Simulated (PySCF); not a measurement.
# C3H6BNO2: electronic excitations and core binding energies

Aim: predict the electronic excitations and core binding energies of C3H6BNO2 (`[BH3-][N+]#CCC(=O)O`).

Programs: PySCF 2.14.0, with density-fitted response routines of our own. Each step states its level of theory. These are calculated values for one molecule in the gas phase, unless marked as measured. Atoms count from 0, in the outputs and in this text.

### Step 1. Starting geometry

13 atoms, charge 0, multiplicity 1; geometry from: GFN2-xTB.

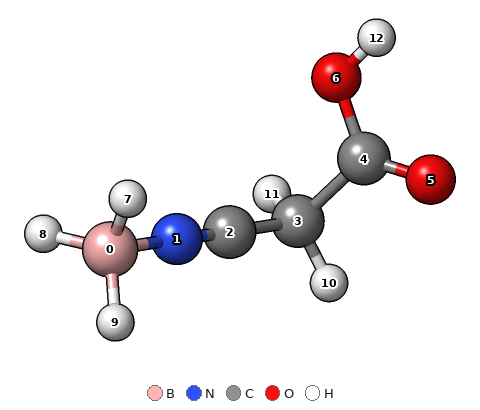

The starting geometry (boron pink, nitrogen blue, carbon grey, oxygen red, hydrogen white), atoms numbered.

### Step 2. TDDFT and polarisability: CAM-B3LYP/def2-SVPD

Job settings and geometry (Å):

```
{"job": {"kind": "uv", "xc": "CAM-B3LYP", "basis": "def2-SVPD", "nstates": 8, "ntriplets": 3}, "charge": 0, "multiplicity": 1}
B     -2.482338     0.799523    -0.632508
N     -1.302884     0.108464    -0.124691
C     -0.381736    -0.443223     0.291053
C      0.803574    -1.073483     0.804939
C      1.965271    -0.087165     0.659756
O      2.409611     0.575495     1.549539
O      2.404837    -0.055782    -0.594586
H     -2.072018     1.820774    -1.091005
H     -2.960786     0.083022    -1.455108
H     -3.189040     0.966824     0.311864
H      0.667503    -1.316728     1.861707
H      1.021348    -1.976626     0.228999
H      3.112271     0.599391    -0.706279
```

Level: TDDFT CAM-B3LYP/def2-SVPD, vertical, gas phase, core orbitals frozen in the response.

The run is started by

```
OMP_NUM_THREADS=1 python probes_run.py task.json out
```

One launch serves the whole session: the jobs run in the order shown.

Output:

```text
coarse grid: 11304 points
cycle   1  E = -347.2394886853  dE =  1.394e+00  |g| = 1.052e+00  |ddm| = 8.828e+00
cycle   2  E = -346.8631434132  dE =  3.763e-01  |g| = 1.802e+00  |ddm| = 3.346e+00
cycle   3  E = -347.4831001628  dE = -6.200e-01  |g| = 2.050e-01  |ddm| = 2.336e+00
cycle   4  E = -347.4893550936  dE = -6.255e-03  |g| = 1.003e-01  |ddm| = 2.777e-01
cycle   5  E = -347.4912059930  dE = -1.851e-03  |g| = 1.389e-02  |ddm| = 1.173e-01
cycle   6  E = -347.4912462411  dE = -4.025e-05  |g| = 6.158e-03  |ddm| = 4.027e-02
cycle   7  E = -347.4912537115  dE = -7.470e-06  |g| = 3.176e-03  |ddm| = 1.654e-02
cycle   8  E = -347.4912556879  dE = -1.976e-06  |g| = 7.594e-04  |ddm| = 4.763e-03
final grid: 110472 points
cycle   9  E = -347.5626962284  dE = -3.079e-05  |g| = 2.515e-03  |ddm| = 1.143e-01
cycle  10  E = -347.5626962800  dE = -5.165e-08  |g| = 2.749e-03  |ddm| = 9.273e-03
cycle  11  E = -347.5626978205  dE = -1.540e-06  |g| = 7.421e-04  |ddm| = 4.479e-03
cycle  12  E = -347.5626979183  dE = -9.786e-08  |g| = 2.272e-04  |ddm| = 1.046e-03
cycle  13  E = -347.5626979278  dE = -9.496e-09  |g| = 9.197e-05  |ddm| = 3.855e-04
cycle  14  E = -347.5626979294  dE = -1.625e-09  |g| = 2.069e-05  |ddm| = 1.375e-04
cycle  15  E = -347.5626979295  dE = -1.039e-10  |g| = 1.171e-05  |ddm| = 4.215e-05
converged SCF energy = -347.5626979295

Static polarisability (au): isotropic 71.849, principal 58.319 59.476 97.752

Singlet excitations
state   eV       nm        f      main configurations
  1   5.6100    221.0   0.00591   H-1->L 0.49, H->L 0.15, H-1->L+3 0.13
  2   5.6751    218.5   0.02375   H-2->L 0.33, H->L 0.23, H-1->L 0.20
  3   5.9750    207.5   0.00445   H->L+2 0.47, H-2->L 0.17, H->L 0.09
  4   5.9931    206.9   0.00562   H->L+2 0.37, H-1->L+2 0.21, H-2->L 0.14
  5   6.9916    177.3   0.51598   H-1->L+2 0.44, H->L 0.37
  6   7.1141    174.3   0.03079   H->L+1 0.73, H->L+4 0.11, H->L+5 0.08
  7   7.1546    173.3   0.01707   H-1->L+1 0.63, H-1->L+4 0.17
  8   7.4980    165.4   0.00288   H-1->L+3 0.70, H-1->L 0.18

Triplet excitations (Tamm-Dancoff, eV): 4.9370 5.2698 5.3331
```

It took 61 s on 1 thread of Arm Neoverse N1, shared host; peak memory 0.85 GiB.

Frontier orbitals and where they lie:

```
orbital      eV                      atoms
 HOMO−3  -12.13  O5 42 %, O6 42 %, C4 13 %
 HOMO−2  -11.00   O5 66 %, O6 10 %, C4 8 %
 HOMO−1   -9.21  B0 36 %, H9 24 %, H8 12 %
   HOMO   -9.19  B0 35 %, H7 22 %, H8 15 %
   LUMO   -0.42  C4 24 %, O5 19 %, N1 14 %
 LUMO+1    0.25  O6 23 %, C4 16 %, C3 13 %
 LUMO+2    0.42  N1 30 %, C2 29 %, C3 14 %
```

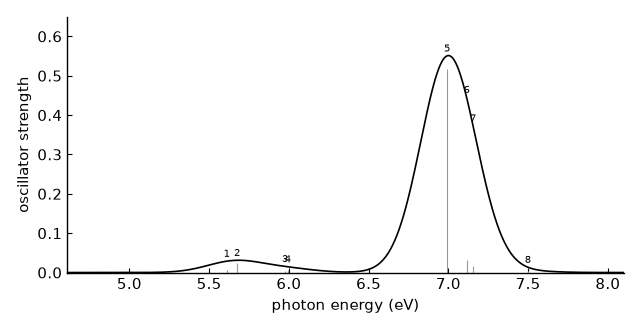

Absorption spectrum from the 8 singlet states computed; above the last one it falls off for lack of states. Lines are broadened to a width of 0.40 eV (Gaussian).

Ground-state properties from the same run:

| property | computed |
| --- | --- |
| dipole moment (D) | 6.59 |
| polarisability (Å³) | 10.65 |
| HOMO–LUMO gap (eV) | 8.77 |
| −ε(HOMO) (eV) | 9.19 |

### Step 3. Core-electron binding energies: SCAN, X2C

Settings changed since step 2:

```diff
@@ -1,2 +1,2 @@
-{"job": {"kind": "uv", "xc": "CAM-B3LYP", "basis": "def2-SVPD", "nstates": 8, "ntriplets": 3}, "charge": 0, "multiplicity": 1}
+{"job": {"kind": "xps"}, "charge": 0, "multiplicity": 1}
 B     -2.482338     0.799523    -0.632508
```

Method: delta-SCF UKS SCAN, pcX-2 on the ionised atom, pcseg-1 elsewhere, spin-free X2C.

Output:

```text
ground state, core basis on atom 0 (B), 159 functions
  cycle   1  E = -347.70340845  |g| = 9.80e-01
  cycle   2  E = -346.60950526  |g| = 2.37e+00
  cycle   3  E = -347.87625075  |g| = 4.57e-01
  cycle   4  E = -347.91785897  |g| = 1.64e-01
  cycle   5  E = -347.92240385  |g| = 5.25e-02
  cycle   6  E = -347.92309777  |g| = 1.77e-02
  cycle   7  E = -347.92313702  |g| = 1.23e-02
  cycle   8  E = -347.92316762  |g| = 3.50e-03
  cycle   9  E = -347.92317079  |g| = 6.11e-04
  cycle  10  E = -347.92317104  |g| = 1.74e-04
  E(ground) = -347.94031163 Eh
hole in B 1s of atom 0
  cycle   1  E = -340.39258382  |g| = 1.18e+00
  cycle   2  E = -340.00334018  |g| = 1.31e+00
  cycle   3  E = -340.64521404  |g| = 5.87e-01
  cycle   4  E = -340.74114267  |g| = 3.78e-01
  cycle   5  E = -340.80460252  |g| = 4.66e-02
  cycle   6  E = -340.80490199  |g| = 3.88e-02
  cycle   7  E = -340.80538978  |g| = 1.69e-02
  cycle   8  E = -340.80550003  |g| = 5.33e-03
  cycle   9  E = -340.80551407  |g| = 2.21e-03
  cycle  10  E = -340.80551644  |g| = 8.39e-04
  cycle  11  E = -340.80551628  |g| = 5.32e-04
  cycle  12  E = -340.80551720  |g| = 2.80e-04
  E(ion) = -340.82445111 Eh   <S^2> = 0.7657   hole on atom = 1.000   binding energy = 193.632 eV
ground state, core basis on atom 1 (N), 159 functions
  cycle   1  E = -347.94620617  |g| = 7.26e-02
  cycle   2  E = -347.94610230  |g| = 2.37e-02
  cycle   3  E = -347.94547950  |g| = 5.61e-02
  cycle   4  E = -347.94623820  |g| = 7.58e-03
  cycle   5  E = -347.94625087  |g| = 5.19e-04
  cycle   6  E = -347.94625134  |g| = 1.46e-04
  E(ground) = -347.96148022 Eh
hole in N 1s of atom 1
  cycle   1  E = -332.27527450  |g| = 1.86e+00
  cycle   2  E = -326.68579373  |g| = 3.13e+00
  cycle   3  E = -330.08934754  |g| = 1.81e+00
  cycle   4  E = -332.79168987  |g| = 5.50e-01
  cycle   5  E = -331.72589997  |g| = 1.40e+00
  cycle   6  E = -332.94246683  |g| = 2.74e-01
  cycle   7  E = -332.97339980  |g| = 1.74e-01
  cycle   8  E = -332.98480495  |g| = 7.37e-02
  cycle   9  E = -332.98768039  |g| = 3.10e-02
  cycle  10  E = -332.98831218  |g| = 9.38e-03
  cycle  11  E = -332.98845643  |g| = 5.96e-03
  cycle  12  E = -332.98855651  |g| = 4.02e-03
  cycle  13  E = -332.98860738  |g| = 2.71e-03
  cycle  14  E = -332.98862204  |g| = 9.11e-04
  cycle  15  E = -332.98862266  |g| = 5.14e-04
  cycle  16  E = -332.98862257  |g| = 6.37e-04
  cycle  17  E = -332.98862371  |g| = 1.08e-04
  E(ion) = -333.00316306 Eh   <S^2> = 0.8257   hole on atom = 1.000   binding energy = 407.037 eV
ground state, core basis on atom 2 (C), 159 functions
  cycle   1  E = -347.93589995  |g| = 5.77e-02
  cycle   2  E = -347.93577350  |g| = 2.82e-02
  cycle   3  E = -347.93526311  |g| = 5.49e-02
  cycle   4  E = -347.93594080  |g| = 6.70e-03
  cycle   5  E = -347.93595223  |g| = 1.76e-03
  cycle   6  E = -347.93595390  |g| = 5.23e-04
  cycle   7  E = -347.93595125  |g| = 1.82e-04
  E(ground) = -347.95454831 Eh
hole in C 1s of atom 2
  cycle   1  E = -336.59046321  |g| = 1.51e+00
  cycle   2  E = -332.92243096  |g| = 2.73e+00
  cycle   3  E = -336.80168912  |g| = 7.59e-01
  cycle   4  E = -336.92429963  |g| = 7.14e-01
  cycle   5  E = -337.04584121  |g| = 4.66e-01
  cycle   6  E = -337.16479378  |g| = 1.01e-01
  cycle   7  E = -337.16533337  |g| = 1.07e-01
  cycle   8  E = -337.17019098  |g| = 2.19e-02
  cycle   9  E = -337.17042939  |g| = 9.68e-03
  cycle  10  E = -337.17049132  |g| = 4.93e-03
  cycle  11  E = -337.17052636  |g| = 2.74e-03
  cycle  12  E = -337.17053869  |g| = 1.43e-03
  cycle  13  E = -337.17054111  |g| = 3.67e-04
  E(ion) = -337.18808689 Eh   <S^2> = 0.8314   hole on atom = 1.000   binding energy = 292.970 eV
ground state, core basis on atom 3 (C), 159 functions
  cycle   1  E = -347.93189482  |g| = 6.05e-02
  cycle   2  E = -347.93121170  |g| = 5.96e-02
  cycle   3  E = -347.93119191  |g| = 6.02e-02
  cycle   4  E = -347.93201342  |g| = 9.38e-03
  cycle   5  E = -347.93203297  |g| = 1.13e-03
  cycle   6  E = -347.93203542  |g| = 5.69e-04
  cycle   7  E = -347.93203413  |g| = 6.92e-05
  E(ground) = -347.94924415 Eh
hole in C 1s of atom 3
  cycle   1  E = -336.58278958  |g| = 1.51e+00
  cycle   2  E = -330.90162584  |g| = 3.29e+00
  cycle   3  E = -336.47694891  |g| = 1.05e+00
  cycle   4  E = -336.87979418  |g| = 7.82e-01
  cycle   5  E = -337.00969685  |g| = 4.35e-01
  cycle   6  E = -337.13969885  |g| = 1.06e-01
  cycle   7  E = -337.14436441  |g| = 5.87e-02
  cycle   8  E = -337.14540118  |g| = 3.78e-02
  cycle   9  E = -337.14598316  |g| = 8.89e-03
  cycle  10  E = -337.14602385  |g| = 4.45e-03
  cycle  11  E = -337.14603976  |g| = 2.52e-03
  cycle  12  E = -337.14605251  |g| = 1.26e-03
  cycle  13  E = -337.14605595  |g| = 6.72e-04
  cycle  14  E = -337.14605703  |g| = 3.37e-04
  E(ion) = -337.16272632 Eh   <S^2> = 0.7717   hole on atom = 1.000   binding energy = 293.516 eV
ground state, core basis on atom 4 (C), 159 functions
  cycle   1  E = -347.93949152  |g| = 5.87e-02
  cycle   2  E = -347.93948863  |g| = 1.81e-02
  cycle   3  E = -347.93948241  |g| = 1.92e-02
  cycle   4  E = -347.93956373  |g| = 4.79e-03
  cycle   5  E = -347.93956834  |g| = 1.62e-03
  cycle   6  E = -347.93956853  |g| = 5.73e-04
  cycle   7  E = -347.93956797  |g| = 1.24e-04
  E(ground) = -347.95644087 Eh
hole in C 1s of atom 4
  cycle   1  E = -336.51247380  |g| = 1.51e+00
  cycle   2  E = -329.47523917  |g| = 3.28e+00
  cycle   3  E = -336.21583131  |g| = 1.18e+00
  cycle   4  E = -336.87383474  |g| = 6.73e-01
  cycle   5  E = -335.93110728  |g| = 9.56e-01
  cycle   6  E = -336.93860950  |g| = 4.75e-01
  cycle   7  E = -337.03322958  |g| = 1.98e-01
  cycle   8  E = -337.06001499  |g| = 8.92e-02
  cycle   9  E = -336.88731924  |g| = 4.10e-01
  cycle  10  E = -336.91410246  |g| = 3.66e-01
  cycle  11  E = -336.92089542  |g| = 3.58e-01
  cycle  12  E = -336.91250200  |g| = 3.69e-01
  cycle  13  E = -336.91307603  |g| = 3.67e-01
  cycle  14  E = -337.06632279  |g| = 3.95e-02
  cycle  15  E = -336.91632422  |g| = 3.58e-01
  cycle  16  E = -337.05290266  |g| = 1.31e-01
  cycle  17  E = -337.06764738  |g| = 2.85e-02
  cycle  18  E = -337.06733219  |g| = 3.40e-02
  cycle  19  E = -337.06499952  |g| = 5.99e-02
  cycle  20  E = -337.06587692  |g| = 5.22e-02
  cycle  21  E = -337.06476683  |g| = 6.15e-02
  cycle  22  E = -337.06723747  |g| = 3.34e-02
  cycle  23  E = -337.06813457  |g| = 1.33e-02
  cycle  24  E = -337.06826522  |g| = 6.09e-03
  cycle  25  E = -337.06829184  |g| = 2.62e-03
  cycle  26  E = -337.06829603  |g| = 1.83e-03
  cycle  27  E = -337.06829779  |g| = 3.62e-04
  E(ion) = -337.08415701 Eh   <S^2> = 1.0026   hole on atom = 1.000   binding energy = 295.850 eV
ground state, core basis on atom 5 (O), 159 functions
  cycle   1  E = -347.95896548  |g| = 9.88e-02
  cycle   2  E = -347.95730312  |g| = 1.03e-01
  cycle   3  E = -347.95802364  |g| = 8.15e-02
  cycle   4  E = -347.95925290  |g| = 5.88e-03
  cycle   5  E = -347.95925863  |g| = 2.76e-03
  cycle   6  E = -347.95925935  |g| = 6.83e-04
  cycle   7  E = -347.95925983  |g| = 8.13e-05
  E(ground) = -347.97348263 Eh
hole in O 1s of atom 5
  cycle   1  E = -327.32330510  |g| = 2.22e+00
  cycle   2  E = -324.55262618  |g| = 2.81e+00
  cycle   3  E = -327.33820950  |g| = 1.13e+00
  cycle   4  E = -327.82984956  |g| = 8.56e-01
  cycle   5  E = -327.05727830  |g| = 9.34e-01
  cycle   6  E = -328.08451460  |g| = 2.98e-01
  cycle   7  E = -328.13535533  |g| = 1.69e-01
  cycle   8  E = -328.14924801  |g| = 6.81e-02
  cycle   9  E = -328.15223191  |g| = 2.72e-02
  cycle  10  E = -328.15264300  |g| = 1.11e-02
  cycle  11  E = -328.15272320  |g| = 3.89e-03
  cycle  12  E = -328.15272787  |g| = 4.52e-03
  cycle  13  E = -328.15275146  |g| = 1.57e-03
  cycle  14  E = -328.15276278  |g| = 1.28e-03
  cycle  15  E = -328.15276644  |g| = 9.62e-04
  cycle  16  E = -328.15276807  |g| = 2.36e-04
  E(ion) = -328.16874007 Eh   <S^2> = 0.7873   hole on atom = 1.000   binding energy = 538.914 eV
ground state, core basis on atom 6 (O), 159 functions
  cycle   1  E = -347.95826593  |g| = 1.27e-01
  cycle   2  E = -347.94923681  |g| = 2.33e-01
  cycle   3  E = -347.95925430  |g| = 5.05e-02
  cycle   4  E = -347.95966501  |g| = 1.95e-02
  cycle   5  E = -347.95975443  |g| = 2.71e-03
  cycle   6  E = -347.95975680  |g| = 5.33e-04
  cycle   7  E = -347.95975643  |g| = 2.01e-04
  E(ground) = -347.97423271 Eh
hole in O 1s of atom 6
  cycle   1  E = -327.26410796  |g| = 2.22e+00
  cycle   2  E = -322.11734028  |g| = 3.07e+00
  cycle   3  E = -326.44652909  |g| = 1.46e+00
  cycle   4  E = -327.76451065  |g| = 8.21e-01
  cycle   5  E = -327.93503091  |g| = 5.75e-01
  cycle   6  E = -328.03873705  |g| = 2.44e-01
  cycle   7  E = -328.06720474  |g| = 9.10e-02
  cycle   8  E = -328.07292092  |g| = 2.12e-02
  cycle   9  E = -328.07294572  |g| = 2.09e-02
  cycle  10  E = -328.07313478  |g| = 3.37e-03
  cycle  11  E = -328.07313964  |g| = 1.03e-03
  cycle  12  E = -328.07314085  |g| = 3.33e-04
  E(ion) = -328.08847119 Eh   <S^2> = 0.7625   hole on atom = 1.000   binding energy = 541.119 eV
```

Wall time 3.2 min (1 thread of Arm Neoverse N1, shared host); peak memory 0.64 GiB.

Binding energies by hole, beside the orbital energy of the ground state; the difference holds orbital relaxation and, for a density functional, its self-interaction error:

```
     hole  stands for                       environment          ΔSCF (eV)  −ε (eV)   ⟨S²⟩
B1s on B0          B0            boron bonded to N, 3 H             193.63    178.0  0.766
N1s on N1          N1  donor nitrogen of a Lewis adduct             407.04    388.3  0.826
C1s on C2          C2             nitrilium-type carbon             292.97    276.4  0.831
C1s on C3          C3           sp3 CH2 α to a carbonyl             293.52    276.5  0.772
C1s on C4          C4            carboxylic acid carbon  295.85 (doubtful)    278.6  1.003
O1s on O5          O5                   carbonyl oxygen             538.91    517.5  0.787
O1s on O6          O6              acid hydroxyl oxygen             541.12    519.2  0.763
```

Doubtful: the ion did not converge, its hole moved, or its ⟨S²⟩ is well above 0.75.

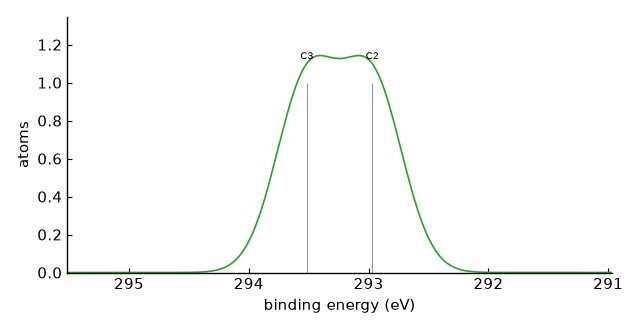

The C1s photoelectron lines, weighted by the number of atoms. Only 2 of the 3 C atoms are covered by sound results. Lines are broadened to a width of 0.60 eV (Gaussian).

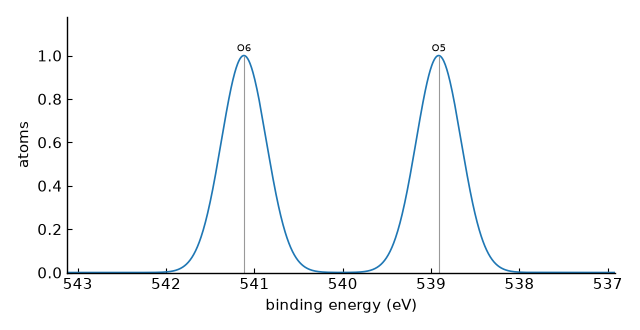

The O1s photoelectron lines, weighted by the number of atoms. Lines are broadened to a width of 0.60 eV (Gaussian).

### Step 4. Summary of results

| quantity | value |
| --- | --- |
| lowest singlet (CAM-B3LYP/def2-SVPD) | 5.61 eV (221 nm), f = 0.006 |
| brightest single state of those computed | state 5, 6.99 eV, f = 0.516 |
| lowest triplet | 4.94 eV |
| C1s binding energies, SCAN/pcX-2 (standing for 2 of 3 atoms) | C3 293.52, C2 292.97 eV |
| O1s binding energies, SCAN/pcX-2 | O6 541.12, O5 538.91 eV |
| B1s binding energies, SCAN/pcX-2 | B0 193.63 eV |
| N1s binding energies, SCAN/pcX-2 | N1 407.04 eV |

**Reading.** The lowest singlet, at 5.61 eV, is HOMO−1→LUMO 0.49, HOMO→LUMO 0.15 and is weak; of the 8 states computed, the strongest absorption comes from state 5 at 6.99 eV. The lowest triplet lies 0.67 eV below the lowest singlet (triplets in Tamm-Dancoff, singlets in full TDDFT). C3 (sp3 CH2 α to a carbonyl) binds its C1s electron 0.55 eV more tightly than C2 (nitrilium-type carbon). Only 2 of the 3 C atoms are covered by sound results. The O1s levels kept as sound span 2.20 eV, from O5 (carbonyl oxygen) up to O6 (acid hydroxyl oxygen).
